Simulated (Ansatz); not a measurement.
Bond stretch in GaC (cation, charge +1), lowest singlet found (which spin is the ground state isn't settled by this scan).

Levels of theory: RKS-CAM-B3LYP = restricted CAM-B3LYP/aug-cc-pVDZ run with Ansatz (a first-principles code); UCCSD = CCSD on UHF/aug-cc-pVDZ, cores with 3d frozen run with Ansatz; UCCSDT = CCSDT on UHF/aug-cc-pVDZ, cores with 3d frozen (Ansatz).

Energies are in mEh, each relative to the lowest point of its own curve between 2.66 and 3.50 Å, where full CI is lowest.

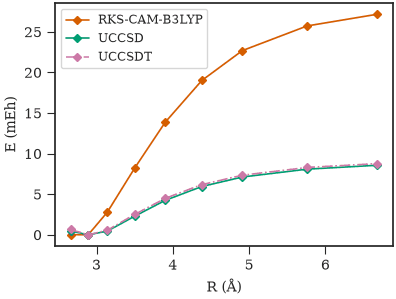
Energy against bond length for each method.

```json
[
 {"R / Å": "2.66", "RKS-CAM-B3LYP": "0.0", "UCCSD": "0.5", "UCCSDT": "0.7"},
 {"R / Å": "2.89", "RKS-CAM-B3LYP": "0.0", "UCCSD": "0.0", "UCCSDT": "0.0"},
 {"R / Å": "3.14", "RKS-CAM-B3LYP": "2.8", "UCCSD": "0.5", "UCCSDT": "0.6"},
 {"R / Å": "3.50", "RKS-CAM-B3LYP": "8.2", "UCCSD": "2.3", "UCCSDT": "2.5"},
 {"R / Å": "3.90", "RKS-CAM-B3LYP": "13.9", "UCCSD": "4.2", "UCCSDT": "4.5"},
 {"R / Å": "4.38", "RKS-CAM-B3LYP": "19.0", "UCCSD": "6.0", "UCCSDT": "6.2"},
 {"R / Å": "4.91", "RKS-CAM-B3LYP": "22.7", "UCCSD": "7.1", "UCCSDT": "7.3"},
 {"R / Å": "5.76", "RKS-CAM-B3LYP": "25.7", "UCCSD": "8.1", "UCCSDT": "8.3"},
 {"R / Å": "6.68", "RKS-CAM-B3LYP": "27.2", "UCCSD": "8.6", "UCCSDT": "8.8"}
]
```

At the longest distance, 6.68 Å, RKS-CAM-B3LYP lies highest above its minimum (27.2 mEh) and UCCSD lowest (8.6 mEh).

The scan ran from 1.43 to 6.68 Å; beyond the distances shown full CI changes its symmetry label. The restricted form behind RKS-CAM-B3LYP keeps the bonding electrons paired and can't separate into open-shell fragments. The unrestricted determinant behind UCCSD, UCCSDT is spin-contaminated at 2.66 to 6.68 Å (<S²> up to 1.0, against 0.00 for a pure singlet).
